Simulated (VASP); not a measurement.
Band structure of AlSn (space group P-6m2). Calculation: r2SCAN meta-GGA, VASP's PBE PAW potentials (set 64) (plane waves; VASP 6.6.1).

Unless said otherwise, spin-orbit coupling is left out, though it shifts the bands of the heavy elements here.

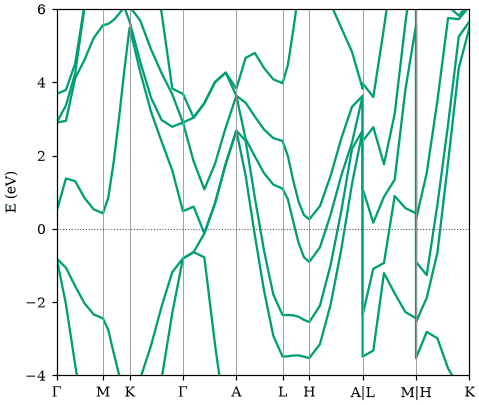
Bands along high-symmetry lines, zero at the valence-band maximum or, without a gap, the Fermi level

### Question
Read the plot: is there a gap, and where are the band edges?

### Answer
It has no gap at this level: it comes out as a metal or semimetal.

The structure comes from a computed database's AlSn entry (P-6m2); how it stands against other phases isn't given here. It was relaxed first. The electron count is odd and the run is not spin-polarised, which forces a metal.
